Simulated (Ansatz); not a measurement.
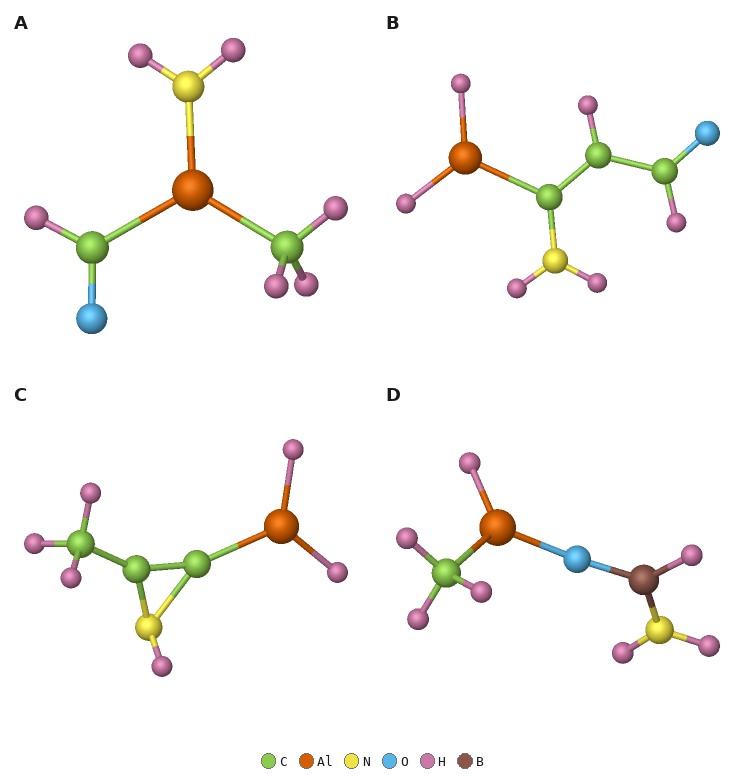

```sh
ansatz run in.yaml --threads 4 --pin off --events-out ev --progress --plain --max-ram 10444MiB
```

```yaml
crystal:
  periodic: [false, false, false]
  atoms:
    - {symbol: C, position_ang: [-1.201067, 1.181358, 0.553297]}
    - {symbol: Al, position_ang: [0.137021, -0.129801, 0.042370]}
    - {symbol: N, position_ang: [1.115748, -1.023552, 1.214476]}
    - {symbol: C, position_ang: [0.486178, -0.547912, -1.904453]}
    - {symbol: O, position_ang: [-0.145142, 0.046181, -2.753165]}
    - {symbol: H, position_ang: [-1.237113, 1.344589, 1.633179]}
    - {symbol: H, position_ang: [-1.006072, 2.143813, 0.070919]}
    - {symbol: H, position_ang: [-2.197155, 0.867121, 0.226788]}
    - {symbol: H, position_ang: [1.814756, -1.709592, 0.978197]}
    - {symbol: H, position_ang: [1.060100, -0.925112, 2.215754]}
    - {symbol: H, position_ang: [1.238146, -1.304193, -2.256860]}
basis:
  gaussian: {orbitals: def2-TZVPP}
hamiltonian: {xc: pbe0, dispersion: d4}
output: {orbitals: {seedname: orbitals}}
```

Question: Which panel shows the molecule in this file?

Answer: A. The file holds C2H6AlNO, `[CH3][Al]([NH2])[CH]=O`.
